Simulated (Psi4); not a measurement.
# SiNH3 (SMILES [N][SiH3]): a chain of runs, part 2 of 2

Psi4 1.11.

## Step 5: The vertical excitations at TD-PBE0/6-311G(d,p) (density fitting, save jk yes) (run 4)

The input, job.py:

```python
import psi4

psi4.set_memory('1600 MB')
psi4.set_num_threads(1)
psi4.set_output_file('run.log', False)

geom = psi4.geometry("""
0 3
N     -3.07146825     0.66806165     0.95628646
Si     0.10342093    -0.02259357    -0.03236912
H      0.09995517    -0.60055307    -2.78747076
H      1.05062536    -2.24449953     1.41350569
H      1.72962286     2.21820021     0.47649822
units bohr
symmetry c1
""")

psi4.set_options({
    'basis': '6-311G**',
    'reference': 'uks',
    'save_jk': True,
})

from psi4.driver.procrouting.response.scf_response import tdscf_excitations
e_tot, wfn = psi4.energy('pbe0', molecule=geom, return_wfn=True)
states = tdscf_excitations(wfn, states=4, tda=False)
for k, s in enumerate(states, 1):
    print(f"root {k}: {s['EXCITATION ENERGY'] * 27.211386:.4f} eV  f = {s['OSCILLATOR STRENGTH (LEN)']:.4f}  {s['SYMMETRY']}")
print(f'total energy {e_tot:.8f} hartree = {e_tot * 27.211386:.5f} eV')
for k, v in sorted(psi4.core.scalar_variables().items()):
    print(f'{k:45s} {v:18.10f}')
```

Launch:

```bash
python job.py
```

run.log:

```text
h
    h
    h

    -----------------------------------------------------------------------

    Memory:     1.5 GiB
    Threads:    1
                ecpint, einsums, f̶o̶r̶t̶e̶, gauxc, gcp, g̶d̶m̶a̶, geometric, g̶p̶u̶_̶d̶f̶c̶c̶,
                i̶n̶t̶e̶g̶r̶a̶t̶o̶r̶x̶x̶, i̶p̶i̶, libefp, m̶d̶i̶, m̶p̶2̶d̶, m̶r̶c̶c̶, ooo,
                o̶p̶e̶n̶f̶e̶r̶m̶i̶o̶n̶p̶s̶i̶4̶, pcmsolver, p̶s̶i̶4̶f̶o̶c̶k̶c̶i̶, p̶s̶i̶x̶a̶s̶,
                p̶y̶e̶i̶n̶s̶u̶m̶s̶, r̶e̶s̶p̶, s̶i̶m̶i̶n̶t̶, s̶n̶s̶m̶p̶2̶,
                v̶2̶r̶d̶m̶_̶c̶a̶s̶s̶c̶f̶

   => Loading Basis Set <=

    Name: 6-311G**
    Role: ORBITAL
    Keyword: BASIS

         ---------------------------------------------------------
                                   SCF
                              UKS Reference
                        1 Threads,   1525 MiB Core
         ---------------------------------------------------------

  ==> Geometry <==

    Molecular point group: c1
    Full point group: C1

    Geometry (in Bohr), charge = 0, multiplicity = 3:

       Center              X                  Y                   Z               Mass
    ------------   -----------------  -----------------  -----------------  -----------------
         N           -2.244557531524     0.488274190655     0.698953623903    14.003074004430
         SI           0.930331648476    -0.202381029345    -0.289701956097    27.976926534650
         H            0.926865888476    -0.780340529345    -3.044803596097     1.007825032230
         H            1.877536078476    -2.424286989345     1.156172853903     1.007825032230
         H            2.556533578476     2.038412750655     0.219165383903     1.007825032230

  Running in c1 symmetry.

  Rotational constants: A =      2.81032  B =      0.46238  C =      0.46238 [cm^-1]
  Rotational constants: A =  84251.18012  B =  13861.89405  C =  13861.88260 [MHz]
  Nuclear repulsion =   48.569693145311703

  Charge       = 0
  Multiplicity = 3
  Electrons    = 24
  Nalpha       = 13
  Nbeta        = 11

  ==> Algorithm <==

  SCF Algorithm Type is DF.
  DIIS enabled.
  MOM disabled.
  Fractional occupation disabled.
  Guess Type is SAD.
  Energy threshold   = 1.00e-06
  Density threshold  = 1.00e-06
  Integral threshold = 1.00e-12

  ==> Primary Basis <==

  Basis Set: 6-311G**
    Blend: 6-311G**
    Number of shells: 32
    Number of basis functions: 62
    Number of Cartesian functions: 64
    Spherical Harmonics?: true
    Max angular momentum: 2

  ==> DFT Potential <==

   => LibXC <=

    Version 7.1.2

   => Composite Functional: PBE0 <=

    PBE0 Hyb-GGA Exchange-Correlation Functional

    Deriv               =              1
    GGA                 =           TRUE
    Meta                =          FALSE

    Exchange Hybrid     =           TRUE
    MP2 Hybrid          =          FALSE

   => Exchange Functionals <=

    0.7500   Perdew, Burke & Ernzerhof

   => Exact (HF) Exchange <=

    0.2500               HF

   => Correlation Functionals <=

    1.0000   Perdew, Burke & Ernzerhof

   => LibXC Density Thresholds  <==

    XC_HYB_GGA_XC_PBEH:  1.00E-15

   => Molecular Quadrature <=

    Radial Scheme          =       TREUTLER
    Pruning Scheme         =           NONE
    Nuclear Scheme         =       TREUTLER

    Blocking Scheme        =         OCTREE
    BS radius alpha        =              1
    Pruning alpha          =              1
    Radial Points          =             75
    Spherical Points       =            302
    Total Points           =         109383
    Total Blocks           =            888
    Max Points             =            255
    Max Functions          =             62
    Weights Tolerance      =       1.00E-15

   => Loading Basis Set <=

    Name: (6-311G** AUX)
    Role: JKFIT
    Keyword: DF_BASIS_SCF

  ==> Integral Setup <==

  DFHelper Memory: AOs need 0.010 GiB; user supplied 0.956 GiB.
  SCF_SUBTYPE=INCORE selected. In-core MEM_DF algorithm will be used.
  Using in-core AOs.

  ==> MemDFJK: Density-Fitted J/K Matrices <==

    J tasked:                   Yes
    K tasked:                   Yes
    wK tasked:                   No
    Memory [MiB]:               978
    Algorithm:                 Core
    Schwarz Cutoff:           1E-12
    Mask sparsity (%):       0.1041
    Fitting Condition:        1E-10

   => Auxiliary Basis Set <=

  Basis Set: (6-311G** AUX)
    Blend: CC-PVTZ-JKFIT
    Number of shells: 92
    Number of basis functions: 290
    Number of Cartesian functions: 346
    Spherical Harmonics?: true
    Max angular momentum: 4

  Cached 100.0% of DFT collocation blocks in 0.162 [GiB].

  Minimum eigenvalue in the overlap matrix is 1.0600065527E-02.
  Reciprocal condition number of the overlap matrix is 2.2621424453E-03.
    Using symmetric orthogonalization.

  ==> Pre-Iterations <==

  SCF Guess: Superposition of Atomic Densities via on-the-fly atomic UHF (no occupation information).

   -------------------------
    Irrep   Nso     Nmo
   -------------------------
     A         62      62
   -------------------------
    Total      62      62
   -------------------------

  ==> Iterations <==

                           Total Energy        Delta E     RMS |[F,P]|

   @DF-UKS iter SAD:  -345.06970515560590   -3.45070e+02   0.00000e+00
   @DF-UKS iter   1:  -345.68880532910964   -6.19100e-01   6.08998e-03 DIIS/ADIIS
   @DF-UKS iter   2:  -345.69679729872064   -7.99197e-03   5.42091e-03 DIIS/ADIIS
   @DF-UKS iter   3:  -345.75031424165411   -5.35169e-02   1.21939e-03 DIIS/ADIIS
   @DF-UKS iter   4:  -345.75318059855255   -2.86636e-03   3.04176e-04 DIIS/ADIIS
   @DF-UKS iter   5:  -345.75342914726303   -2.48549e-04   3.83216e-05 DIIS
   @DF-UKS iter   6:  -345.75343656604093   -7.41878e-06   1.14978e-05 DIIS
   @DF-UKS iter   7:  -345.75343723213012   -6.66089e-07   3.44759e-06 DIIS
   @DF-UKS iter   8:  -345.75343730178361   -6.96535e-08   6.79857e-07 DIIS
  Energy and wave function converged.

  ==> Post-Iterations <==

   Electrons on quadrature grid:
      Nalpha   =   12.9999989098 ; deviation = -1.090e-06
      Nbeta    =   10.9999992002 ; deviation = -7.998e-07
      Ntotal   =   23.9999981100 ; deviation = -1.890e-06

   @Spin Contamination Metric:   6.768785990E-03
   @S^2 Expected:                2.000000000E+00
   @S^2 Observed:                2.006768786E+00
   @S   Expected:                1.000000000E+00
   @S   Observed:                1.000000000E+00

    Orbital Energies [Eh]
    ---------------------

    Alpha Occupied:

       1A    -66.257032     2A    -14.438857     3A     -5.345901
       4A     -3.680224     5A     -3.679389     6A     -3.679389
       7A     -0.844045     8A     -0.548559     9A     -0.403474
      10A     -0.403474    11A     -0.349936    12A     -0.330104
      13A     -0.330102

    Alpha Virtual:

      14A      0.006667    15A      0.058483    16A      0.058487
      17A      0.060591    18A      0.146177    19A      0.146177
      20A      0.239155    21A      0.257870    22A      0.354096
      23A      0.354097    24A      0.450718    25A      0.503678
      26A      0.503679    27A      0.609332    28A      0.688992
      29A      0.688993    30A      0.811562    31A      0.811563
      32A      0.833580    33A      0.986432    34A      1.114957
      35A      1.114957    36A      1.186320    37A      1.263281
      38A      1.373047    39A      1.373048    40A      1.585747
      41A      1.585751    42A      1.613234    43A      1.808130
      44A      1.894129    45A      1.894143    46A      2.049648
      47A      2.049650    48A      2.084685    49A      2.084688
      50A      2.449232    51A      2.542278    52A      2.584321
      53A      2.584328    54A      3.651164    55A      3.651165
      56A      3.791210    57A      5.564019    58A     11.416256
      59A     11.420588    60A     11.420589    61A     35.295177
      62A    141.166136

    Beta Occupied:

       1A    -66.257629     2A    -14.399748     3A     -5.346592
       4A     -3.681334     5A     -3.680097     6A     -3.680097
       7A     -0.725691     8A     -0.529590     9A     -0.378801
      10A     -0.378801    11A     -0.311107

    Beta Virtual:

      12A     -0.104977    13A     -0.104976    14A      0.015745
      15A      0.066991    16A      0.079395    17A      0.079400
      18A      0.148286    19A      0.148286    20A      0.250531
      21A      0.267556    22A      0.359686    23A      0.359688
      24A      0.454931    25A      0.532515    26A      0.532515
      27A      0.636313    28A      0.757546    29A      0.757547
      30A      0.815988    31A      0.815989    32A      0.852532
      33A      1.045867    34A      1.115453    35A      1.115454
      36A      1.189993    37A      1.269954    38A      1.383403
      39A      1.383405    40A      1.592632    41A      1.592636
      42A      1.621211    43A      1.817024    44A      2.039181
      45A      2.039190    46A      2.100344    47A      2.100350
      48A      2.126757    49A      2.126761    50A      2.498068
      51A      2.560756    52A      2.593899    53A      2.593907
      54A      3.764694    55A      3.764696    56A      3.823945
      57A      5.563834    58A     11.415688    59A     11.419881
      60A     11.419883    61A     35.332281    62A    141.165565

    Final Occupation by Irrep:
              A
    DOCC [    11 ]
    SOCC [     2 ]
    NA   [    13 ]
    NB   [    11 ]

  @DF-UKS Final Energy:  -345.75343730178361

   => Energetics <=

    Nuclear Repulsion Energy =             48.5696931453117031
    One-Electron Energy =                -573.5948070742495020
    Two-Electron Energy =                 200.9515074873793026
    DFT Exchange-Correlation Energy =     -21.6798308602250600
    Empirical Dispersion Energy =           0.0000000000000000
    VV10 Nonlocal Energy =                  0.0000000000000000
    Total Energy =                       -345.7534373017835492

  UHF NO Occupations:
  HONO-2 :   11  A 1.9980179
  HONO-1 :   12  A 1.0000000
  HONO-0 :   13  A 1.0000000
  LUNO+0 :   14  A 0.0019821
  LUNO+1 :   15  A 0.0005336
  LUNO+2 :   16  A 0.0004139
  LUNO+3 :   17  A 0.0004138

Computation Completed

Properties will be evaluated at   0.000000,   0.000000,   0.000000 [a0]

Properties computed using the SCF density matrix

 Multipole Moments:

 ------------------------------------------------------------------------------------
     Multipole            Electronic (a.u.)      Nuclear  (a.u.)        Total (a.u.)
 ------------------------------------------------------------------------------------

 L = 1.  Multiply by 2.5417464519 to convert [e a0] to [Debye]
 Dipole X            :         -2.0268466            2.6736759            0.6468293
 Dipole Y            :          0.4409226           -0.5816298           -0.1407073
 Dipole Z            :          0.6312167           -0.8326174           -0.2014007
 Magnitude           :                                                    0.6919168

 ------------------------------------------------------------------------------------

	total time  =          4 seconds =       0.07 minutes

******************************************************************************************
**********                               WARNING                                **********
**********       The names of excited state variables changed between 1.5       **********
**********     and 1.6. For a quick solution, remove the symmetry specifier     **********
**********   from the variable name. For full details, see 'Notes on Psivars'   **********
**********                        in the documentation.                         **********
******************************************************************************************

         ---------------------------------------------------------
                         TDSCF excitation energies
         ---------------------------------------------------------

  ==> Options <==

     Residual threshold  : 1.0000e-04
     Initial guess       : denominators
     Reference           : UHF
     Solver type         : RPA (Hamiltonian)

  ==> Requested Excitations <==

      4 singlet states with A symmetry

  ==> Seeking the lowest 4 singlet states with A symmetry

                        Generalized Hamiltonian Solver

  ==> Options <==

    Max number of iterations        = 60
    Eigenvector tolerance           = 1.0000e-04
    Max number of expansion vectors = 800

  => Iterations <=
                              Max[D[value]]     Max[|R|]   # vectors
  HamiltonianSolver iter   1:   2.19818e-01  1.76747e-01     16
  HamiltonianSolver iter   2:   9.70908e-03  3.89334e-02     24
  HamiltonianSolver iter   3:   5.01193e-04  1.52656e-02     32
  HamiltonianSolver iter   4:   4.71444e-05  4.35911e-03     40
  HamiltonianSolver iter   5:   1.05285e-03  2.23139e-02     48
  HamiltonianSolver iter   6:   9.98191e-05  4.78047e-03     56
  HamiltonianSolver iter   7:   4.34788e-06  1.00391e-03     60
  HamiltonianSolver iter   8:   9.20233e-08  3.20663e-04     64
  HamiltonianSolver iter   9:   1.24379e-08  7.34971e-05     68      Converged

******************************************************************************************
**********                               WARNING                                **********
**********  Length-gauge rotatory strengths are **NOT** gauge-origin invariant  **********
******************************************************************************************

                                    Excitation Energy         Total Energy        Oscillator Strength             Rotatory Strength
     #   Sym: GS->ES (Trans)        au              eV              au          au (length)    au (velocity)    au (length)    au (velocity)
    ---- -------------------- --------------- --------------- --------------- --------------- --------------- --------------- ---------------
     1        A->A (1 A)       0.08516         2.31739        -345.66827       0.0004          0.0047         -0.0000          0.0000
     2        A->A (1 A)       0.08516         2.31741        -345.66827       0.0004          0.0047         -0.0000         -0.0000
     3        A->A (1 A)       0.21522         5.85654        -345.53821       0.0133          0.0178          0.0000          0.0000
     4        A->A (1 A)       0.21522         5.85655        -345.53821       0.0133          0.0178         -0.0000         -0.0000

Contributing excitations and de-excitations
Only contributions with abs(coeff) > 1.00e-01 will be printed:

Excited State    1 (1 A):   0.08516 au   535.02 nm f = 0.0004
Alpha orbitals:
  Sums of squares: Xssq =  2.643997e-03; Yssq =  1.535324e-03; Xssq - Yssq =  1.108673e-03
Beta orbitals:
  Sums of squares: Xssq =  1.001715e+00; Yssq =  2.823306e-03; Xssq - Yssq =  9.988913e-01
     11a (b) ->  12a (b)    0.989108 (97.833%)
     11a (b) ->  17a (b)    0.115815 ( 1.341%)

Excited State    2 (1 A):   0.08516 au   535.01 nm f = 0.0004
Alpha orbitals:
  Sums of squares: Xssq =  2.643876e-03; Yssq =  1.535426e-03; Xssq - Yssq =  1.108449e-03
Beta orbitals:
  Sums of squares: Xssq =  1.001715e+00; Yssq =  2.823037e-03; Xssq - Yssq =  9.988916e-01
     11a (b) ->  13a (b)    0.989107 (97.833%)
     11a (b) ->  16a (b)    0.115817 ( 1.341%)

Excited State    3 (1 A):   0.21522 au   211.70 nm f = 0.0133
Alpha orbitals:
  Sums of squares: Xssq =  1.775722e-02; Yssq =  1.490764e-03; Xssq - Yssq =  1.626646e-02
Beta orbitals:
  Sums of squares: Xssq =  9.839512e-01; Yssq =  2.176548e-04; Xssq - Yssq =  9.837335e-01
      9a (b) ->  12a (b)    0.249062 ( 6.203%)
      9a (b) ->  13a (b)   -0.654423 (42.827%)
     10a (b) ->  12a (b)   -0.655812 (43.009%)
     10a (b) ->  13a (b)   -0.248901 ( 6.195%)

Excited State    4 (1 A):   0.21522 au   211.70 nm f = 0.0133
Alpha orbitals:
  Sums of squares: Xssq =  1.775692e-02; Yssq =  1.490736e-03; Xssq - Yssq =  1.626619e-02
Beta orbitals:
  Sums of squares: Xssq =  9.839515e-01; Yssq =  2.176517e-04; Xssq - Yssq =  9.837338e-01
      9a (b) ->  12a (b)   -0.655100 (42.916%)
      9a (b) ->  13a (b)   -0.248753 ( 6.188%)
     10a (b) ->  12a (b)   -0.249210 ( 6.211%)
     10a (b) ->  13a (b)    0.655136 (42.920%)

******************************************************************************************
**********                               WARNING                                **********
**********       The names of excited state variables changed between 1.5       **********
**********     and 1.6. For a quick solution, remove the symmetry specifier     **********
**********   from the variable name. For full details, see 'Notes on Psivars'   **********
**********                        in the documentation.                         **********
******************************************************************************************
```

Standard output:

```text
root 1: 2.3174 eV  f = 0.0004  A
root 2: 2.3174 eV  f = 0.0004  A
root 3: 5.8565 eV  f = 0.0133  A
root 4: 5.8565 eV  f = 0.0133  A
total energy -345.75343730 hartree = -9408.43024 eV
CURRENT ENERGY                                   -345.7534373018
CURRENT REFERENCE ENERGY                         -345.7534373018
DD SOLVATION ENERGY                                 0.0000000000
DFT FUNCTIONAL TOTAL ENERGY                      -345.7534373018
DFT TOTAL ENERGY                                 -345.7534373018
DFT VV10 ENERGY                                     0.0000000000
DFT XC ENERGY                                     -21.6798308602
GRID ELECTRONS ALPHA                               12.9999989098
GRID ELECTRONS BETA                                10.9999992002
GRID ELECTRONS TOTAL                               23.9999981100
NUCLEAR REPULSION ENERGY                           48.5696931453
ONE-ELECTRON ENERGY                              -573.5948070742
PCM POLARIZATION ENERGY                             0.0000000000
PE ENERGY                                           0.0000000000
SCF ITERATION ENERGY                             -345.7534373018
SCF ITERATIONS                                      8.0000000000
SCF TOTAL ENERGY                                 -345.7534373018
TWO-ELECTRON ENERGY                               200.9515074874
XC GRID RADIAL POINTS                              75.0000000000
XC GRID SPHERICAL POINTS                          302.0000000000
XC GRID TOTAL POINTS                           109383.0000000000
```

Wall time 29 s (1 thread of Intel Xeon Platinum 8259CL at 2.50GHz (Skylake/Cascade Lake), shared host); peak memory 0.38 GiB.

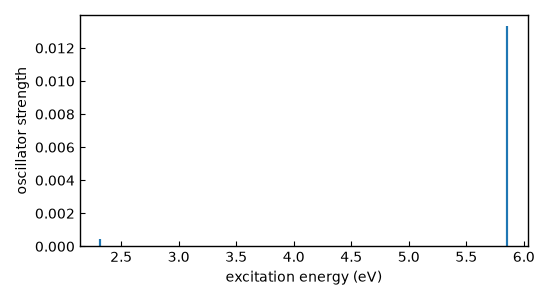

Vertical excitations as sticks.

The roots found:

```csv
excited state,energy (eV),strength,label
1,2.317,0.0004,A 1
2,2.317,0.0004,A 1
3,5.857,0.0133,A 1
4,5.857,0.0133,A 1
```

## Step 6: Outcome

This closing draws on all 2 parts.

| quantity | value |
| --- | --- |
| run 1, UPBE0/6-311G**: total energy at the end | -345.75344 Eh |
| run 1, UPBE0/6-311G**: dipole moment | 1.76 D |
| run 1, UPBE0/6-311G**: HOMO energy (highest over α and β) | -8.47 eV |
| run 1, UPBE0/6-311G**: LUMO energy (lowest over α and β) | -2.86 eV |
| run 1, UPBE0/6-311G**: ⟨S²⟩ | 2.007 |
| run 2, UPBE0/6-311G**: lowest harmonic wavenumber | 554 cm⁻¹ |
| run 2, UPBE0/6-311G**: highest harmonic wavenumber | 2233 cm⁻¹ |
| run 2, UPBE0/6-311G**: zero-point energy | 67.6 kJ/mol |
| run 2, UPBE0/6-311G**: ideal-gas entropy at 298.15 K (symmetry number 3 as used) | 59.6 cal/(mol K) |
| run 3, UCCSD(T)/cc-pVDZ: total energy | -345.30993 Eh |
| run 3, UCCSD(T)/cc-pVDZ: HOMO energy (Hartree–Fock orbitals) (highest over α and β) | -11.78 eV |
| run 3, UCCSD(T)/cc-pVDZ: LUMO energy (Hartree–Fock orbitals) (lowest over α and β) | 2.46 eV |
| run 3, UCCSD(T)/cc-pVDZ: correlation energy (6 core orbitals frozen) | -244.9 mEh |
| run 3, UCCSD(T)/cc-pVDZ: (T) correction | -4.80 mEh |
| run 3, UCCSD(T)/cc-pVDZ: ⟨S²⟩ of the reference determinant | 2.015 |
| run 3, UCCSD(T)/cc-pVDZ: T1 diagnostic | 0.022 |
| run 4, TD-PBE0/6-311G**: ground-state or mean-field energy | -345.75344 Eh |
| run 4, TD-PBE0/6-311G**: dipole moment (PBE0 Kohn–Sham density) | 1.76 D |
| run 4, TD-PBE0/6-311G**: HOMO energy (PBE0 Kohn–Sham orbitals) (highest over α and β) | -8.47 eV |
| run 4, TD-PBE0/6-311G**: LUMO energy (PBE0 Kohn–Sham orbitals) (lowest over α and β) | -2.86 eV |
| run 4, TD-PBE0/6-311G**: ⟨S²⟩ of the reference determinant | 2.007 |
| run 4, TD-PBE0/6-311G**: lowest excitation energy | 2.32 eV |

In words: The optimisation (run 1, UPBE0/6-311G**) took 7 steps and changed the energy by -0.254 eV. All 9 modes (run 2, UPBE0/6-311G**) are real, so the shape is a minimum at this level. The triples (run 3, UCCSD(T)/cc-pVDZ) make up 2.0 % of the correlation energy. The brightest of the 4 transitions from the ground state lies at 5.86 eV (212 nm, f = 0.027, degenerate roots summed); the lowest, at 2.32 eV, has f = 0.000.
